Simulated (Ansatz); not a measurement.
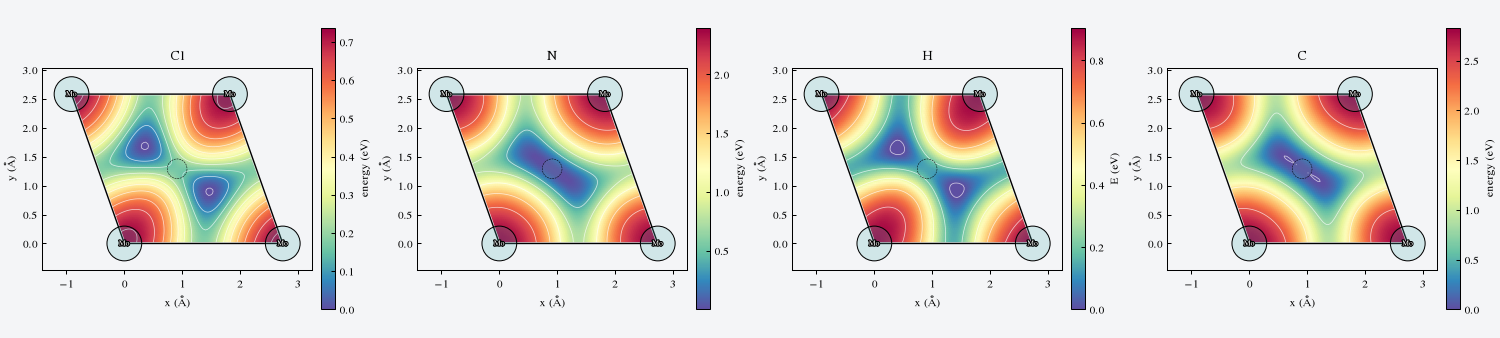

Four maps of one series, each from its own lowest grid point and on its own colour scale; the adsorbate changes from map to map. Adsorbates on a Mo(110) slab cut from the Im-3m phase, its upper half relaxed before the scan (12 atoms of substrate and one adsorbate in a 2 × 2 cell). The adsorbate is moved over the surface cell; relaxed at each place: the height of the adsorbate's atoms; substrate rigid; the origin of the map has the adsorbate above Mo9. Places are given modulo a cell vector. The map is drawn in real space over the plane of the surface. Grid: 6 × 6 points. Places are given in fractions of the 1 × 1 surface cell. Energies are in eV, from the lowest grid point. The calculation used DFT PBE, scalar-relativistic, plane waves, PAW in Ansatz. Settings: cutoff 420 eV, k-mesh 5×5×1, gaussian smearing 0.1 eV, no spin polarisation.

Drawn: a smooth colour map with a few white contour lines, labelled circles for the atoms of the top layer and small ones for the second layer, the outline of one cell of the plane. Between grid points the surface is interpolated.

The span runs from the lowest to the highest grid point.

| adsorbate | lowest grid point | span (eV) | height there (Å) |
| --- | --- | --- | --- |
| Cl | (2/6, 4/6) of the cell vectors | 0.74 | 1.94 |
| N | a bridge site between two Mo atoms, over a second-layer Mo atom | 2.39 | 1.12 |
| H | (2/6, 4/6) of the cell vectors | 0.90 | 1.12 |
| C | a bridge site between two Mo atoms, over a second-layer Mo atom | 2.82 | 1.16 |

One more map of the series was computed, for the adsorbate Si. What do you expect for it?

The computed span is 1.49 eV, within the range of the others. The lowest grid point is a bridge site between two Mo atoms, over a second-layer Mo atom, as for N and C. The height there is 1.83 Å.

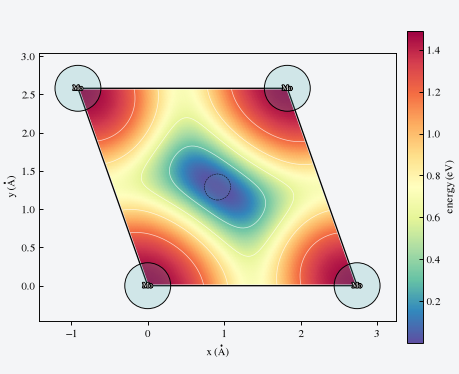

The map for Si.

PAW datasets: the set soft_1.
